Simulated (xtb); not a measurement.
# Energy and gradient calculation of B$_{2}$H$_{4}$F$_{2}$

- system: B$_{2}$H$_{4}$F$_{2}$
- method: GFN-FF (xtb 6.7.1)

The geometry comes from this level: PBE0-D4/def2-TZVP.

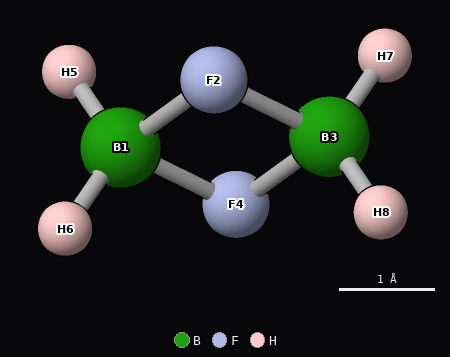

Fig. 1: The structure as given in the input (ball-and-stick view, seen at a tilt; atoms are numbered from 1 in the order of the input). Bond lengths as drawn: B–F 1.54 Å and B–H 1.19 Å.

### The input (start.xyz)
```
8

B     -0.48800000     0.94730000    -0.29380000
F      0.63730000     0.53600000     0.67060000
B      0.48800000    -0.94720000     0.29390000
F     -0.63680000    -0.53590000    -0.67110000
H     -0.03600000     1.55730000    -1.21030000
H     -1.44020000     1.30840000     0.32200000
H      1.44020000    -1.30910000    -0.32160000
H      0.03540000    -1.55680000     1.21030000
```

Run on 1 thread of AMD EPYC (Zen 3), 176 GiB of memory available, shared host.

Launched with:
```bash
xtb --grad --gfnff -- start.xyz > run.log
```

### The program's output
```
* xtb version 6.7.1
   ID    Z sym.   atoms
    1    5 B      1, 3
    2    9 F      2, 4
    3    1 H      5-8

           -------------------------------------------------
          |                Calculation Setup                |
           -------------------------------------------------

          program call               : xtb --grad --gfnff -- start.xyz
          coordinate file            : start.xyz
          omp threads                :                     1

molecular fragmentation (1/2 indicates fragments):
11111212
# atoms in fragment 1/2:     6     2
 fragment masses (1/2) :       61.63        2.02
CMA distance (Bohr)    :   2.043
constraining FC (au)   :  0.0500

          ==================== Thresholds ====================
          CN  :   150.00000
          rep :   500.00000
          disp:  2500.00000
          HB1 :   250.00000
          HB2 :   450.00000

          Pauling EN used:
          Z : 1  EN :  2.20
          Z : 5  EN :  2.04
          Z : 9  EN :  3.98
          electric field strengths (au): 0.000

           -------------------------------------------------
          |           Force Field Initialization            |
           -------------------------------------------------

          distances ...
          ----------------------------------------
          generating topology and atomic info file ...
          pair mat ...
          computing topology distances matrix with Floyd-Warshall algo ...
          making topology EEQ charges ...
          #fragments for EEQ constrain: 1
          ----------------------------------------
          generating topology and atomic info file ...
          pair mat ...
          computing topology distances matrix with Floyd-Warshall algo ...
          making topology EEQ charges ...
          #fragments for EEQ constrain: 1
          rings ...
          # BATM   20
          # H in HB   4

  atom   neighbors  erfCN metchar sp-hybrid imet pi  qest     coordinates
    1  B       4    3.56   0.07         3    0    0   0.334   -0.922186    1.790138   -0.555202
    2  F       2    1.88   0.00         1    0    0  -0.416    1.204322    1.012893    1.267250
    3  B       4    3.56   0.07         3    0    0   0.334    0.922186   -1.789949    0.555391
    4  F       2    1.88   0.00         1    0    0  -0.416   -1.203378   -1.012704   -1.268195
    5  H       1    0.95   0.02         0    0    0   0.041   -0.068030    2.942870   -2.287136
    6  H       1    0.95   0.02         0    0    0   0.041   -2.721584    2.472518    0.608492
    7  H       1    0.95   0.02         0    0    0   0.041    2.721584   -2.473840   -0.607736
    8  H       1    0.95   0.02         0    0    0   0.041    0.066896   -2.941926    2.287136

          #atoms :   8
          #bonds :   8
          #angl  :   14
          #tors  :   0
          #nmol  :   1
          #optfrag :   1
           -------------------------------------------------
          |                   G F N - F F                   |
          |          A general generic force-field          |
          |                  Version 1.0.3                  |
           -------------------------------------------------
          Number of HB bonds (bound hydrogen)     24
          Number of HB bonds (unbound hydrogen)   0
          Number of XB bonds                      0

 E+G (total)                   0 d,  0 h,  0 min,  0.000 sec
 distance/D3 list               ...        0 min,  0.000 sec (  2.010%)
 non bonded repulsion           ...        0 min,  0.000 sec ( 13.608%)
 dCN                            ...        0 min,  0.000 sec (  4.448%)
 EEQ energy and q               ...        0 min,  0.000 sec (  8.039%)
 D3                             ...        0 min,  0.000 sec (  8.896%)
 EEQ gradient                   ...        0 min,  0.000 sec (  6.458%)
 bonds                          ...        0 min,  0.000 sec (  8.237%)
 bend and torsion               ...        0 min,  0.000 sec (  5.832%)
 bonded ATM                     ...        0 min,  0.000 sec (  5.799%)
 HB/XB (incl list setup)        ...        0 min,  0.000 sec ( 11.796%)

         :::::::::::::::::::::::::::::::::::::::::::::::::::::
         ::                     SUMMARY                     ::
         :::::::::::::::::::::::::::::::::::::::::::::::::::::
         :: total energy              -0.530624051264 Eh    ::
         :: gradient norm              0.028901194660 Eh/a0 ::
         ::.................................................::
         :: bond energy               -0.519397221792 Eh    ::
         :: angle energy               0.002973839058 Eh    ::
         :: torsion energy             0.000000000000 Eh    ::
         :: repulsion energy           0.022242299636 Eh    ::
         :: electrostat energy        -0.034424859273 Eh    ::
         :: dispersion energy         -0.002018286546 Eh    ::
         :: HB energy                  0.000000000000 Eh    ::
         :: XB energy                  0.000000000000 Eh    ::
         :: bonded atm energy          0.000000177654 Eh    ::
         :: external energy            0.000000000000 Eh    ::
         :: add. restraining           0.000000000000 Eh    ::
         :: total charge               0.000000000000 e     ::
         :::::::::::::::::::::::::::::::::::::::::::::::::::::

           -------------------------------------------------
          |                Property Printout                |
           -------------------------------------------------

molecular dipole:
                 x           y           z       tot (Debye)
 q only:       -0.000      -0.000       0.000       0.001

           -------------------------------------------------
          | TOTAL ENERGY               -0.530624051264 Eh   |
          | GRADIENT NORM               0.028901194660 Eh/α |
           -------------------------------------------------
########################################################################
[WARNING] Runtime exception occurred
-1- gfnff_setup: Could not read topology file.
########################################################################

------------------------------------------------------------------------
------------------------------------------------------------------------
 total:
 *  cpu-time:     0 d,  0 h,  0 min,  0.004 sec
 * ratio c/w:     1.000 speedup
 SCF:
 *  cpu-time:     0 d,  0 h,  0 min,  0.000 sec
 * ratio c/w:     1.001 speedup
```

### Standard error
```
normal termination of xtb
```

### Results in brief

```csv
quantity,value
outcome,converged
total energy,−0.530624 hartree
dispersion energy,−0.002018 hartree
largest force,0.806 eV/Å
dipole moment,0.00 D
peak memory,0.069 GiB
```
